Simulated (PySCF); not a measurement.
## C$_{3}$HClN$_{2}$O$_{2}$: excited-state calculation

System: C$_{3}$HClN$_{2}$O$_{2}$.
Method: TDDFT CAM-B3LYP/def2-SVPD, vertical, gas phase, core orbitals frozen in the response (PySCF 2.14.0).

The geometry comes from this level: GFN2-xTB.

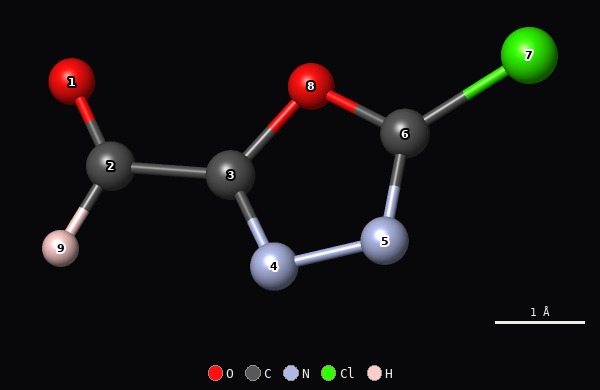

*The structure as given in the input (ball-and-stick view, seen at an oblique angle; atoms are numbered from 1 in the order of the input).*

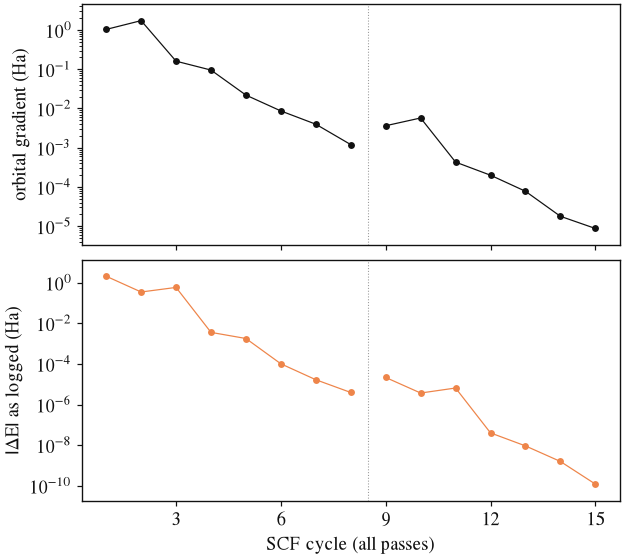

*Convergence of the self-consistent field: orbital gradient and size of the energy change against the SCF cycle. The dotted line marks the change from a coarse to the final integration grid.*

The first 8 cycles use a coarse grid, the final grid takes over at cycle 9, and the field converges after 15 cycles in all.

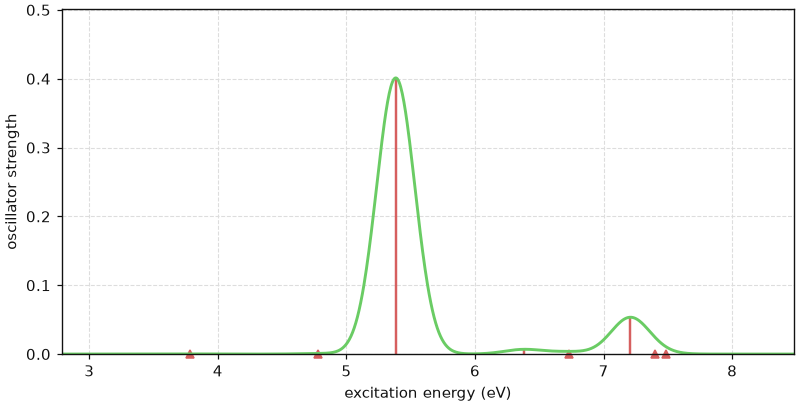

*Computed excitations as sticks (degenerate states added up, dark ones marked on the axis), with a Gaussian envelope of 0.35 eV full width at half maximum, scaled to the tallest.*

Of the 8 states the lowest lies at 3.78 eV (f = 0.000); the strongest line is at 5.38 eV, or 230 nm (f = 0.401).

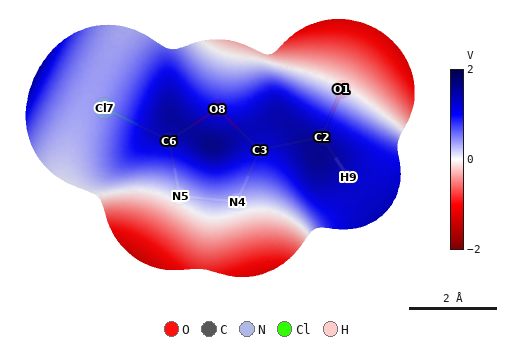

*The molecular electrostatic potential painted on the density surface at 0.002 e/bohr³, seen face on; the colour scale runs from red (negative) to blue (positive).*

Its dipole moment is 1.04 D.

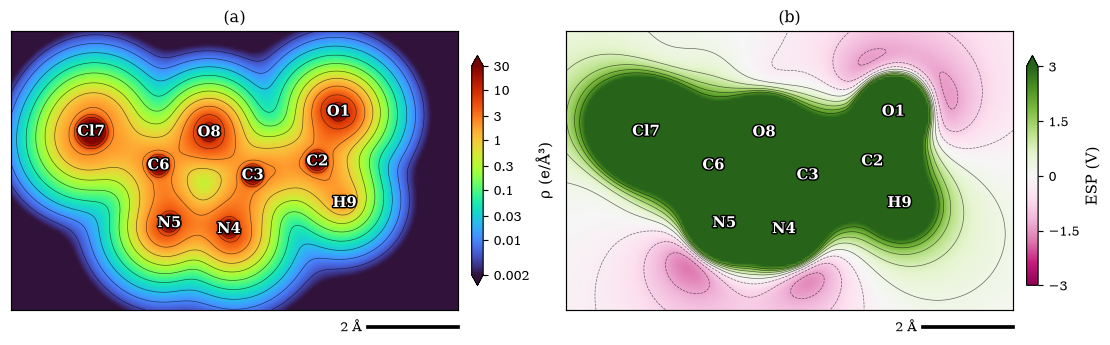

*(a) total electron density; (b) molecular electrostatic potential on the molecular plane.*

The plane passes through O, C, N, Cl and H nuclei. C–N (1.30 Å): ρ at the midpoint is about 2.7 e/Å³. N–N (1.33 Å): ρ is about 2.6 e/Å³ halfway.

The input that produced these results follows, with the program's output.

**Input file**
```
{"job": {"kind": "uv", "xc": "CAM-B3LYP", "basis": "def2-SVPD", "nstates": 8, "ntriplets": 3}, "charge": 0, "multiplicity": 1}
O     -2.347621     1.144492     0.044070
C     -1.839073     0.095812    -0.231197
C     -0.396866    -0.127283    -0.379555
N      0.171383    -1.260745    -0.679545
N      1.484928    -1.062354    -0.722423
C      1.678696     0.196013    -0.445065
Cl     3.135884     1.003999    -0.356283
O      0.530710     0.850394    -0.216573
H     -2.404478    -0.834335    -0.407478
```

The first line tells a small driver script what to run in PySCF; the rest is the geometry in Å.

Command:
```bash
OMP_NUM_THREADS=1 python <driver script> task.json out
```

**What the program printed**
```
coarse grid: 9800 points
cycle   1  E = -834.1115787456  dE =  2.076e+00  |g| = 1.037e+00  |ddm| = 4.888e+00
cycle   2  E = -833.7642796641  dE =  3.473e-01  |g| = 1.737e+00  |ddm| = 3.425e+00
cycle   3  E = -834.3478693732  dE = -5.836e-01  |g| = 1.608e-01  |ddm| = 2.209e+00
cycle   4  E = -834.3514371985  dE = -3.568e-03  |g| = 9.536e-02  |ddm| = 3.123e-01
cycle   5  E = -834.3532182662  dE = -1.781e-03  |g| = 2.195e-02  |ddm| = 1.361e-01
cycle   6  E = -834.3533192817  dE = -1.010e-04  |g| = 8.657e-03  |ddm| = 4.723e-02
cycle   7  E = -834.3533359239  dE = -1.664e-05  |g| = 3.974e-03  |ddm| = 1.953e-02
cycle   8  E = -834.3533398402  dE = -3.916e-06  |g| = 1.201e-03  |ddm| = 8.326e-03
final grid: 95144 points
cycle   9  E = -834.4723023289  dE = -2.150e-05  |g| = 3.633e-03  |ddm| = 5.230e-02
cycle  10  E = -834.4722986505  dE =  3.678e-06  |g| = 5.731e-03  |ddm| = 1.367e-02
cycle  11  E = -834.4723051468  dE = -6.496e-06  |g| = 4.300e-04  |ddm| = 7.749e-03
cycle  12  E = -834.4723051869  dE = -4.002e-08  |g| = 1.992e-04  |ddm| = 8.399e-04
cycle  13  E = -834.4723051960  dE = -9.168e-09  |g| = 7.762e-05  |ddm| = 4.239e-04
cycle  14  E = -834.4723051976  dE = -1.572e-09  |g| = 1.787e-05  |ddm| = 1.468e-04
cycle  15  E = -834.4723051977  dE = -1.210e-10  |g| = 8.744e-06  |ddm| = 5.071e-05
converged SCF energy = -834.4723051977

Static polarisability (au): isotropic 69.178, principal 40.906 65.608 101.020

Singlet excitations
state   eV       nm        f      main configurations
  1   3.7821    327.8   0.00022   H-1->L 0.83, H-2->L 0.10
  2   4.7813    259.3   0.00079   H-2->L 0.84, H-1->L 0.11
  3   5.3838    230.3   0.40121   H->L 0.97
  4   6.3785    194.4   0.00671   H-3->L 0.32, H-2->L+1 0.25, H-1->L+1 0.19
  5   6.7285    184.3   0.00316   H-2->L+1 0.39, H-3->L 0.34, H-1->L+1 0.12
  6   7.2069    172.0   0.05275   H->L+1 0.70, H-5->L 0.15, H-6->L 0.10
  7   7.4025    167.5   0.00162   H->L+2 0.84
  8   7.4862    165.6   0.00013   H-4->L 0.54, H-3->L+1 0.14, H-3->L 0.13

Triplet excitations (Tamm-Dancoff, eV): 3.2203 3.5957 4.2429
```

**Key numbers**

```json
{"quantity": "outcome", "value": "converged"}
{"quantity": "total energy", "value": "−834.472305 hartree"}
{"quantity": "HOMO", "value": "−9.94 eV"}
{"quantity": "LUMO", "value": "−1.87 eV"}
{"quantity": "dipole moment", "value": "1.04 D"}
{"quantity": "mean polarisability", "value": "69.18 a.u."}
{"quantity": "lowest singlet excitation", "value": "3.78 eV"}
{"quantity": "hardware", "value": "1 CPU thread, shared host"}
{"quantity": "wall time", "value": "29 s"}
{"quantity": "peak memory", "value": "0.77 GiB"}
```
